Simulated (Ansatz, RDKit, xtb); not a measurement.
# C4H4FN: which of the isomers drawn lies lowest?, part 2 of 2

Which of a sample of isomers of C4H4FN is the most stable in the gas at 298.15 K, and what are its properties? The sample is small against all isomers, and the most stable one of this formula need not be in it.

xtb, Ansatz and PySCF; isolated molecules. Earlier steps stand in the parts before.

## (7) Vibrations and thermal terms

The lowest few go on as finalists. Harmonic vibrations at B3LYP/def2-SVP test each finalist and give the zero-point energy and the thermal terms. The first, c233a:

input.yaml

```yaml
basis:
  gaussian:
    orbitals: def2-SVP
crystal:
  periodic: [false, false, false]
  atoms:
    - symbol: C
      position_ang: [-1.209548, -2.259218, -0.467038]
    - symbol: C
      position_ang: [-0.386316, -1.163268, -0.021842]
    - symbol: C
      position_ang: [-1.008099, 0.188244, 0.347108]
    - symbol: C
      position_ang: [-0.200937, 0.060378, -0.892075]
    - symbol: F
      position_ang: [1.038964, 0.611879, -0.908999]
    - symbol: "N"
      position_ang: [-1.882860, -3.130263, -0.832511]
    - symbol: H
      position_ang: [0.497489, -1.454194, 0.555244]
    - symbol: H
      position_ang: [-2.091653, 0.298445, 0.259868]
    - symbol: H
      position_ang: [-0.544108, 0.705394, 1.190516]
    - symbol: H
      position_ang: [-0.686236, 0.089013, -1.873287]
magnetization:
  spin_polarized: false
hamiltonian:
  xc: {name: B3LYP}
scf:
  lower_state_search: off
phonons: {}
```

Command:

```
$ ansatz run input.yaml --threads 2 --pin off --max-ram 5220MiB --events-out events.jsonl --progress --plain --runs-dir runs
```

What it wrote, shortened:

```text
Warning: RAYON_NUM_THREADS=2 ignored (pool sized by the plan → 2); use --threads N
Functional definition: B3LYP
  name "B3LYP"
[...]
1183 factors; integrals over basis functions are off by at most 3.5e-4 eV
[...]
mean field -8411.97408063 eV, -309.1343456222 hartree, gradient 5.2e-6 eV, S^2 0.000000; 0 other end points of the search recorded, 0 dependent functions left out
[...]
reference -8411.97429611 eV, -309.1343535411 hartree; 22, 22 occupied and 82, 82 virtual orbitals, 1183 factors
[...]
1183 factors; integrals over basis functions are off by at most 3.5e-4 eV
mean field -8411.97389543 eV, -309.1343388162 hartree, gradient 1.0e-6 eV, S^2 0.000000; 0 other end points of the search recorded, 0 dependent functions left out
[...]
reference -8411.97411090 eV, -309.1343467349 hartree; 22, 22 occupied and 82, 82 virtual orbitals, 1183 factors
[...]
1183 factors; integrals over basis functions are off by at most 3.5e-4 eV
[...]
Atom 3 at    -0.200937     0.060378    -0.892075 Å, force     0.001903    -0.001463     0.001594 eV/Å
Atom 4 at     1.038964     0.611879    -0.908999 Å, force    -0.000524     0.001232    -0.000981 eV/Å
Atom 5 at    -1.882860    -3.130263    -0.832511 Å, force     0.000155    -0.000612    -0.000737 eV/Å
Atom 6 at     0.497489    -1.454194     0.555244 Å, force     0.000486    -0.000794    -0.001216 eV/Å
Atom 7 at    -2.091653     0.298445     0.259868 Å, force    -0.000192     0.000944    -0.000636 eV/Å
Atom 8 at    -0.544108     0.705394     1.190516 Å, force    -0.000929     0.000756     0.000352 eV/Å
Atom 9 at    -0.686236     0.089013    -1.873287 Å, force    -0.000255    -0.000550     0.000275 eV/Å
Dipole moment:     0.132154     0.554469     0.248802 e Å
Vibrations: 158.91 185.57 366.95 411.29 510.69 538.08 790.38 838.08 913.11 949.52 1038.11 1068.64 1089.57 1111.25 1190.75 1224.31 1316.75 1404.57 1482.21 2373.17 3139.70 3165.06 3170.62 3243.91 cm⁻¹, zero-point energy 1.963983 eV
Checks for a lower state left out: stability, starts, cluster_reference, orbital_swaps, neighbouring_geometries, increment
```

It took 2.2 min on 2 threads of Intel Xeon Platinum 8259CL at 2.50GHz (Skylake/Cascade Lake), shared host; peak memory 0.22 GiB.

## (8) Thermal terms of the finalists

At 298.15 K and 1 atm, ideal gas, rigid rotor and harmonic oscillator:

```
label               SMILES     spin  point group  lowest mode (cm⁻¹)  zero-point (kcal/mol)  G − E (kcal/mol)
c233a   N#C[C@@H]1C[C@H]1F  singlet           C1                 159                   45.3              26.6
c815a  N#C[C@@H]1C[C@@H]1F  singlet           C1                 139                   45.4              26.7
c589a          N#CC1(F)CC1  singlet           Cs                 180                   44.9              26.8
```

Chiral structures get −RT ln 2 for their mirror image.

## (9) The final energy

Single points at CCSD(T)/def2-SVP + MP2/def2-TZVPP - MP2/def2-SVP on the refined geometries decide the order.

c233a, CCSD(T)/def2-SVP:

input.yaml

```yaml
crystal:
  periodic: [false, false, false]
  atoms:
    - {symbol: C, position_ang: [-1.209548, -2.259218, -0.467038]}
    - {symbol: C, position_ang: [-0.386316, -1.163268, -0.021842]}
    - {symbol: C, position_ang: [-1.008099, 0.188244, 0.347108]}
    - {symbol: C, position_ang: [-0.200937, 0.060378, -0.892075]}
    - {symbol: F, position_ang: [1.038964, 0.611879, -0.908999]}
    - {symbol: N, position_ang: [-1.882860, -3.130263, -0.832511]}
    - {symbol: H, position_ang: [0.497489, -1.454194, 0.555244]}
    - {symbol: H, position_ang: [-2.091653, 0.298445, 0.259868]}
    - {symbol: H, position_ang: [-0.544108, 0.705394, 1.190516]}
    - {symbol: H, position_ang: [-0.686236, 0.089013, -1.873287]}
basis:
  gaussian:
    orbitals: def2-SVP
correlation:
  method: ccsd_t
  frozen_orbitals: {H: 0, F: 1, "N": 1, C: 1}
```

Command:

```
$ ansatz run input.yaml --threads 2 --pin off --max-ram 5220MiB --events-out events.jsonl --progress --plain --runs-dir runs
```

What it wrote, shortened:

```text
Warning: RAYON_NUM_THREADS=2 ignored (pool sized by the plan → 2); use --threads N
Functional definition: HF
  name "HF"
[...]
1059 factors; integrals over basis functions are off by at most 1.5e-3 eV
[...]
mean field -8364.73823458 eV, -307.3984602975 hartree, gradient 1.3e-6 eV, S^2 0.000000; 0 other end points of the search recorded, 0 dependent functions left out
6 core orbitals not correlated: weight in the atoms' cores, before any rotation towards them, 1.000 or more for the frozen orbitals, at most 0.000 for the correlated occupied ones
reference -8364.73823458 eV, -307.3984602975 hartree; 16, 16 occupied and 82, 82 virtual orbitals, 1059 factors
second order -23.51347919 eV of doubles, -0.00000000 eV of singles
cycle   1  -23.59692074 eV  change   -8.3e-2 eV  update   1.1e-1
[...]
cycle   9  -24.39823933 eV  change   -7.2e-6 eV  update   2.0e-5
perturbative correction -0.83800303 eV, -0.0307960433 hartree
Total energy: -8389.97447694 eV, -308.3258750985 hartree
```

Run time: 14 s. Hardware: 2 threads of Intel Xeon Platinum 8259CL at 2.50GHz (Skylake/Cascade Lake), shared host; peak memory 0.52 GiB.

## (10) c233a at MP2/def2-TZVPP

input.yaml

```yaml
crystal:
  periodic: [false, false, false]
  atoms:
    - symbol: C
      position_ang: [-1.209548, -2.259218, -0.467038]
    - symbol: C
      position_ang: [-0.386316, -1.163268, -0.021842]
    - symbol: C
      position_ang: [-1.008099, 0.188244, 0.347108]
    - symbol: C
      position_ang: [-0.200937, 0.060378, -0.892075]
    - symbol: F
      position_ang: [1.038964, 0.611879, -0.908999]
    - symbol: N
      position_ang: [-1.882860, -3.130263, -0.832511]
    - symbol: H
      position_ang: [0.497489, -1.454194, 0.555244]
    - symbol: H
      position_ang: [-2.091653, 0.298445, 0.259868]
    - symbol: H
      position_ang: [-0.544108, 0.705394, 1.190516]
    - symbol: H
      position_ang: [-0.686236, 0.089013, -1.873287]
basis:
  gaussian:
    orbitals: def2-TZVPP
magnetization:
  spin_polarized: false
  initial_magnetization: 0
correlation:
  method: mp2
  frozen_orbitals: {H: 0, F: 1, "N": 1, C: 1}
```

Command:

```
$ ansatz run input.yaml --threads 2 --pin off --max-ram 5220MiB --events-out events.jsonl --progress --plain --runs-dir runs
```

What it wrote:

```text
Warning: RAYON_NUM_THREADS=2 ignored (pool sized by the plan → 2); use --threads N
Functional definition: HF
  name "HF"
  exchange = exact_x
  correlation = 0
1486 factors; integrals over basis functions are off by at most 9.7e-4 eV
mean field evaluation 1: about -8370.2463 eV, gradient 3.9e1 eV
mean field evaluation 2: about -8370.5853 eV, gradient 3.9e1 eV
mean field evaluation 4: about -8374.3970 eV, gradient 6.6e0 eV
mean field evaluation 8: about -8374.5307 eV, gradient 4.4e-1 eV
mean field evaluation 16: about -8374.5317 eV, gradient 1.1e-6 eV
mean field -8374.53168526 eV, -307.7583629717 hartree, gradient 1.1e-6 eV, S^2 0.000000; 0 other end points of the search recorded, 0 dependent functions left out
6 core orbitals not correlated: weight in the atoms' cores, before any rotation towards them, 1.000 or more for the frozen orbitals, at most 0.000 for the correlated occupied ones
reference -8374.53168526 eV, -307.7583629717 hartree; 16, 16 occupied and 220, 220 virtual orbitals, 1486 factors
second order -29.19026213 eV of doubles, -0.00000000 eV of singles
Total energy: -8403.72194739 eV, -308.8310853191 hartree
```

Wall time 11 s (2 threads of Intel Xeon Platinum 8259CL at 2.50GHz (Skylake/Cascade Lake), shared host); peak memory 0.61 GiB.

## (11) c815a at CCSD(T)/def2-SVP

input.yaml

```yaml
crystal:
  periodic: [false, false, false]
  atoms:
    - {symbol: C, position_ang: [-1.692864, -1.931221, 0.012416]}
    - {symbol: C, position_ang: [-0.989037, -0.713759, 0.327810]}
    - {symbol: C, position_ang: [-0.778299, 0.346411, -0.759431]}
    - {symbol: C, position_ang: [0.374853, -0.457951, -0.282685]}
    - {symbol: F, position_ang: [0.880855, -1.401140, -1.113106]}
    - {symbol: "N", position_ang: [-2.264100, -2.910434, -0.231096]}
    - {symbol: H, position_ang: [-1.141478, -0.362860, 1.353902]}
    - {symbol: H, position_ang: [-0.860339, 1.396073, -0.466568]}
    - {symbol: H, position_ang: [-1.162163, 0.101204, -1.752955]}
    - {symbol: H, position_ang: [1.144920, -0.009768, 0.354290]}
basis:
  gaussian: {orbitals: def2-SVP}
correlation: {method: ccsd_t, frozen_orbitals: {H: 0, F: 1, "N": 1, C: 1}}
```

Command:

```
$ ansatz run input.yaml --threads 2 --pin off --max-ram 5220MiB --events-out events.jsonl --progress --plain --runs-dir runs
```

What it wrote, shortened:

```text
Warning: RAYON_NUM_THREADS=2 ignored (pool sized by the plan → 2); use --threads N
Functional definition: HF
  name "HF"
[...]
1059 factors; integrals over basis functions are off by at most 1.5e-3 eV
[...]
mean field -8364.69305016 eV, -307.3967998009 hartree, gradient 1.4e-6 eV, S^2 0.000000; 0 other end points of the search recorded, 0 dependent functions left out
6 core orbitals not correlated: weight in the atoms' cores, before any rotation towards them, 1.000 or more for the frozen orbitals, at most 0.000 for the correlated occupied ones
reference -8364.69305016 eV, -307.3967998009 hartree; 16, 16 occupied and 82, 82 virtual orbitals, 1059 factors
second order -23.52787906 eV of doubles, -0.00000000 eV of singles
cycle   1  -23.60959575 eV  change   -8.2e-2 eV  update   1.2e-1
[...]
cycle   9  -24.41358332 eV  change   -5.0e-6 eV  update   1.5e-5
perturbative correction -0.83866069 eV, -0.0308202120 hartree
Total energy: -8389.94529417 eV, -308.3248026517 hartree
```

Wall time 14 s (2 threads of Intel Xeon Platinum 8259CL at 2.50GHz (Skylake/Cascade Lake), shared host); peak memory 0.53 GiB.

## (12) The ranking

Energies in kcal/mol from c233a; G adds the thermal terms to the CCSD(T)/def2-SVP + MP2/def2-TZVPP - MP2/def2-SVP energy. The columns left of the relaxed level are at the tight-binding geometries.

```
label               SMILES     spin  GFN2-xTB  HF/STO-3G  r2SCAN-D4/def2-SVP  B3LYP/def2-SVP  HF/def2-SVP  MP2/def2-SVP  CCSD(T)/def2-SVP + MP2/def2-TZVPP - MP2/def2-SVP    G  share at equilibrium     T1
c233a   N#C[C@@H]1C[C@H]1F  singlet       0.0        0.0                 0.0             0.0          0.0           0.0                                               0.0  0.0                89.9 %  0.012
c815a  N#C[C@@H]1C[C@@H]1F  singlet       1.7        0.5                 0.8             0.9          1.0           0.7                                               1.2  1.3                 9.3 %  0.012
c589a          N#CC1(F)CC1  singlet       3.6        1.1                 2.6             2.8          3.7           2.4                                               2.6  2.8                 0.8 %  0.012
```

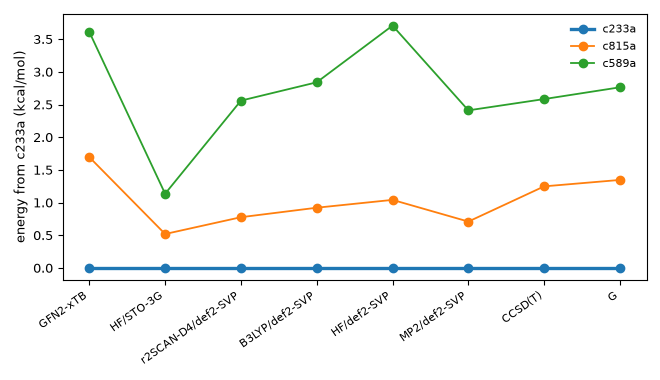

The finalists at each level, measured from c233a.

Lowest found: c233a, `N#C[C@@H]1C[C@H]1F`, a singlet of point group C1. Bond lengths: C1–C2 1.441 Å, C2–C3 1.533 Å, C2–C4 1.513 Å, C3–C4 1.484 Å, C4–F5 1.357 Å, C1–N6 1.160 Å, C2–H7 1.095 Å, C3–H8 1.093 Å, C3–H9 1.093 Å, C4–H10 1.095 Å. Some angles: C1–C2–C3 120.9°, C1–C2–C4 120.5°, C3–C2–C4 58.3°, C2–C1–N6 179.2°, C2–C3–C4 60.2°, C2–C4–C3 61.5°, C2–C4–F5 116.6°, C3–C4–F5 118.2°, C1–C2–H7 115.0°, C3–C2–H7 115.8°.

```xyz
10

C    -1.2095   -2.2592   -0.4670
C    -0.3863   -1.1633   -0.0218
C    -1.0081    0.1882    0.3471
C    -0.2009    0.0604   -0.8921
F     1.0390    0.6119   -0.9090
N    -1.8829   -3.1303   -0.8325
H     0.4975   -1.4542    0.5552
H    -2.0917    0.2984    0.2599
H    -0.5441    0.7054    1.1905
H    -0.6862    0.0890   -1.8733
```

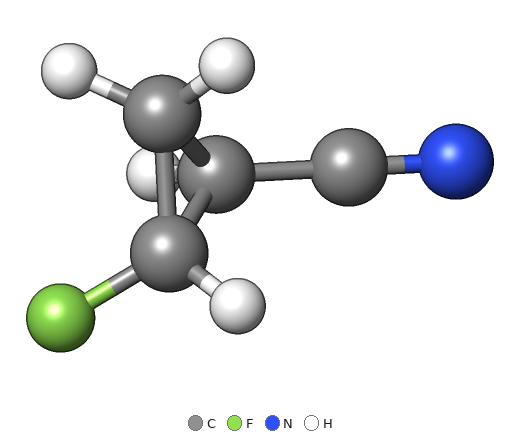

The lowest structure found, seen from a chosen angle (carbon grey, fluorine green, nitrogen blue, hydrogen white).

## (13) What came out

This closing draws on all 2 parts.

| quantity | value |
| --- | --- |
| lowest structure found | N#C[C@@H]1C[C@H]1F, singlet, C1 |
| next finalist | N#C[C@@H]1C[C@@H]1F, singlet, 1.3 kcal/mol higher in G |
| share at equilibrium, among the finalists | 89.9 % |
| funnel | 3 starts, 3 minima at GFN2-xTB from these starts (5 with those found later), 5 screening runs, 3 relaxed, 3 ranked |
| CPU time of all runs | 19 min |
| harmonic wavenumbers, lowest and highest (B3LYP/def2-SVP) | 159 and 3244 cm⁻¹ |
| rotational constants, same geometry | 0.3418, 0.07039, 0.0638 cm⁻¹ |

In words: The lowest structure found is `N#C[C@@H]1C[C@H]1F`. The next finalist is drawn with the same bonds. At 1.3 kcal/mol the two aren't resolved. GFN2-xTB, HF/STO-3G, r2SCAN-D4/def2-SVP, B3LYP/def2-SVP, HF/def2-SVP and MP2/def2-SVP already put its bonding pattern lowest among the structures in one piece. The largest share of the time went into the vibrations (76 % of the CPU time that the search's summary counts). The search is not exhaustive (a finite list of starts, one conformer a finalist), so a lower isomer can't be ruled out. Only 3 drawn patterns were tried, so whole families of isomers are missing, and the result ranks this sample alone.
